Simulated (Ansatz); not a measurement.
**Frequency calculation, with input and output: GaPH5Cl**

- system: GaPH5Cl
- method: RKS PBE0-D4/def2-SVP (Ansatz 0.2.0)

It belongs to a series of runs on one base structure; here: vibrations at the highest image of the band. Figures and captions count atoms from 1; the log counts them from 0 in places.

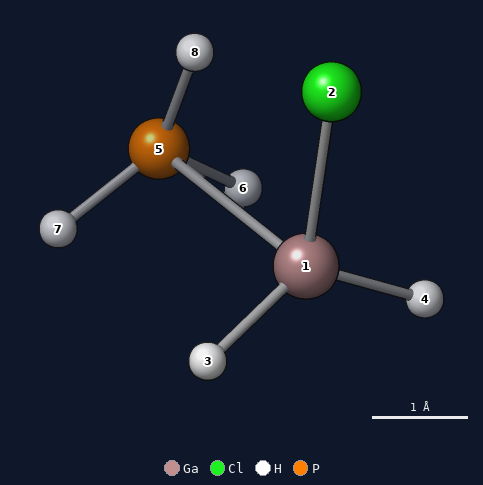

**Figure 1.** The structure as given in the input (ball-and-stick view, seen at a tilt; atoms are numbered from 1 in the order of the input). Sticks mark near contacts. Bond lengths as drawn: Cl–Ga 2.21 Å, Ga–H 1.57 Å, Ga–P 2.72 Å and H–P 1.39 to 1.40 Å.

Input file
```yaml
crystal:
  periodic: [false, false, false]
  atoms:
    - { symbol: Ga, position_ang: [0.064932, -0.123864, 0.120925] }
    - { symbol: Cl, position_ang: [-0.140135, 0.660363, 2.181852] }
    - { symbol: H, position_ang: [1.499227, 0.073739, -0.476287] }
    - { symbol: H, position_ang: [-1.293045, -0.163883, -0.658941] }
    - { symbol: P, position_ang: [0.2116, -2.720815, 0.927776] }
    - { symbol: H, position_ang: [-0.869164, -3.025817, 0.100295] }
    - { symbol: H, position_ang: [1.496784, -2.806758, 0.392189] }
    - { symbol: H, position_ang: [0.000399, -1.986965, 2.100191] }
basis:
  gaussian: { orbitals: def2-SVP }
hamiltonian:
  xc: pbe0
  dispersion: d4
phonons: {}
```

Run on 2 threads of Intel Xeon @ 2.50GHz (Skylake/Cascade Lake), 32 GiB of memory available, shared host.

Launch command:
```bash
ansatz run input.yaml --threads 2 --pin off --max-ram 3072MiB --backend cpu --events-out ev --progress --plain --runs-dir out
```

The program's output
```
Engine: ansatz 0.2.0, x86_64-unknown-linux-gnu
Functional definition: PBE0
  parameter a = 0.25
  parameter kappa = 0.804
  parameter beta = 0.06672455060314922
  exchange = (1 - a)*pbe_x(kappa = kappa, mu = beta*pi^2/3) + a*exact_x
  correlation = pbe_c(beta = beta)
952 factors; integrals over basis functions are off by at most 4.1e-4 eV
mean field evaluation 1: about -74241.6532 eV, gradient 2.1e1 eV
mean field evaluation 2: about -74241.7764 eV, gradient 2.3e1 eV
mean field evaluation 4: about -74242.5102 eV, gradient 6.1e-1 eV
mean field evaluation 8: about -74242.5106 eV, gradient 5.0e-3 eV
mean field -74242.51062084 eV, -2728.3619419346 hartree, gradient 5.4e-5 eV, S^2 0.000000; 0 other end points of the search recorded, 0 dependent functions left out
the calculation of the forces begins
reference -74242.51064903 eV, -2728.3619429708 hartree; 34, 34 occupied and 59, 59 virtual orbitals, 952 factors
these checks for a lower state are left out or cut short: stability, starts, cluster_reference, orbital_swaps, neighbouring_geometries, increment
952 factors; integrals over basis functions are off by at most 4.1e-4 eV
mean field evaluation 16: about -74242.5105 eV, gradient 3.3e-5 eV
mean field -74242.51053603 eV, -2728.3619388182 hartree, gradient 2.5e-6 eV, S^2 0.000000; 0 other end points of the search recorded, 0 dependent functions left out
[... from here on the field's lines of each further geometry are left out, up to the last ...]
the calculation of the forces begins
reference -74242.51060463 eV, -2728.3619413391 hartree; 34, 34 occupied and 59, 59 virtual orbitals, 952 factors
these checks for a lower state are left out or cut short: stability, starts, cluster_reference, orbital_swaps, neighbouring_geometries, increment
952 factors; integrals over basis functions are off by at most 4.1e-4 eV
mean field -74242.51055909 eV, -2728.3619396655 hartree, gradient 1.1e-6 eV, S^2 0.000000; 0 other end points of the search recorded, 0 dependent functions left out
the calculation of the forces begins
reference -74242.51058729 eV, -2728.3619407018 hartree; 34, 34 occupied and 59, 59 virtual orbitals, 952 factors
WARN: phonons: modes at or below zero, which the zero-point energy, F, S and C_V leave out: 2, the lowest at -912.42 cm⁻¹. A minimum has none, and a first-order saddle one
Total energy: -74242.67928860 eV, -2728.3681403606 hartree
Atom 0 at     0.064932    -0.123864     0.120925 Å, force    -0.002393    -0.003528    -0.008558 eV/Å
Atom 1 at    -0.140135     0.660363     2.181852 Å, force     0.000490     0.001647     0.006165 eV/Å
Atom 2 at     1.499227     0.073739    -0.476287 Å, force    -0.001428    -0.002461     0.002293 eV/Å
Atom 3 at    -1.293045    -0.163883    -0.658941 Å, force     0.002237     0.003532    -0.000182 eV/Å
Atom 4 at     0.211600    -2.720815     0.927776 Å, force    -0.001114    -0.004923    -0.002829 eV/Å
Atom 5 at    -0.869164    -3.025817     0.100295 Å, force     0.000132    -0.002137    -0.000228 eV/Å
Atom 6 at     1.496784    -2.806758     0.392189 Å, force     0.000036     0.004361     0.000940 eV/Å
Atom 7 at     0.000399    -1.986965     2.100191 Å, force     0.002039     0.003509     0.002399 eV/Å
Dipole moment:     0.091470    -0.891462    -0.257601 e Å
Vibrations: -912.42 -22.26 107.32 179.18 321.74 330.98 394.54 452.69 513.33 661.69 736.74 1017.16 1021.23 1980.83 1985.78 2539.97 2632.52 2654.61 cm⁻¹, zero-point energy 1.086740 eV
```

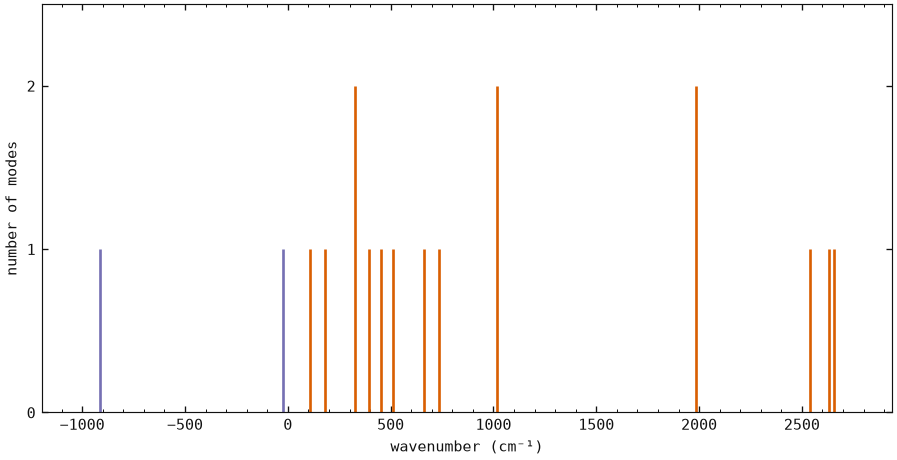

**Figure 2.** Harmonic vibrational wavenumbers from the force constants; neighbouring modes closer than 16 cm⁻¹ are counted in one stick, and imaginary ones are drawn at negative wavenumbers. 18 modes from 912i to 2655 cm⁻¹, 2 imaginary beyond 8i (912i, 22i cm⁻¹): not a minimum.

Key numbers

| quantity | value |
| --- | --- |
| outcome | converged |
| total energy | −74242.6793 eV |
| mean-field energy | −74242.5106 eV |
| largest force (length of the vector) | 0.010 eV/Å |
| wall time | 88 s (CPU time 2.8 min) |
| peak memory | 0.23 GiB |
